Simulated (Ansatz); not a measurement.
## Run report: GaH2O2F, single-point calculation

GaH2O2F, computed with RHF-MP2, frozen core/def2-QZVPP (Ansatz 0.2.0).

The geometry comes from this level: PBE0-D4/def2-TZVP.

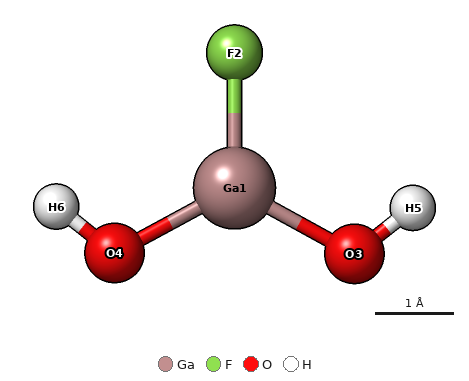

**Figure 1.** The structure (ball-and-stick view, seen on its broad side; atoms are numbered from 1 in the order of the input). Sticks mark near contacts. Bond lengths as drawn: F–Ga 1.75 Å, Ga–O 1.76 Å and H–O 0.96 Å.

Key numbers:

- outcome: converged
- total energy: −59188.2416 eV
- mean-field energy: −59153.6642 eV
- SCF solution under orbital rotations: stable
- hardware: 8 threads of Intel Xeon, 31 GiB of memory available, shared host
- wall time: 2.5 s (CPU time 17 s)
- peak memory: 1.1 GiB

Input file:
```yaml
crystal:
  periodic: [false, false, false]
  atoms:
    - {symbol: Ga, position_ang: [-0.623608, 0.116695, 0.155649]}
    - {symbol: F, position_ang: [0.352360, 1.549927, -0.103736]}
    - {symbol: O, position_ang: [-1.472676, -0.591872, -1.215422]}
    - {symbol: O, position_ang: [-0.719745, -0.562849, 1.777930]}
    - {symbol: H, position_ang: [-1.322389, -0.109054, -2.032043]}
    - {symbol: H, position_ang: [-0.203220, -0.065914, 2.417325]}
basis:
  gaussian: {orbitals: "def2-QZVPP.json"}
correlation: {method: mp2}
```

Run as:
```bash
ansatz run in.yaml --threads 8 --pin off --events-out ev --progress --plain --max-ram 19148MiB
```

Log:
```
Functional definition: HF
  name "HF"
  cite "Fock, Z. Phys. 61, 126 (1930) doi:10.1007/BF01340294"
  parent pbe
  exchange = exact_x
  correlation = 0
2048 factors; integrals over basis functions are off by at most 7.2e-4 eV
mean field evaluation 1: about -59148.2335 eV, gradient 5.8e1 eV
mean field evaluation 2: about -59148.3202 eV, gradient 5.8e1 eV
mean field evaluation 4: about -59153.6270 eV, gradient 3.8e0 eV
mean field evaluation 8: about -59153.6636 eV, gradient 4.1e-1 eV
mean field evaluation 16: about -59153.6642 eV, gradient 1.6e-6 eV
mean field -59153.66419036 eV, -2173.8570632021 hartree, gradient 1.6e-6 eV, S^2 0.000000; 0 other end points of the search recorded, 0 dependent functions left out
12 core orbitals not correlated: weight in the atoms' cores, before any rotation towards them, 1.000 or more for the frozen orbitals, at most 0.000 for the correlated occupied ones
reference -59153.66419036 eV, -2173.8570632021 hartree; 17, 17 occupied and 291, 291 virtual orbitals, 2048 factors
second order -34.57737796 eV of doubles, -0.00000000 eV of singles
Total energy: -59188.24156832 eV, -2175.1277584045 hartree
```
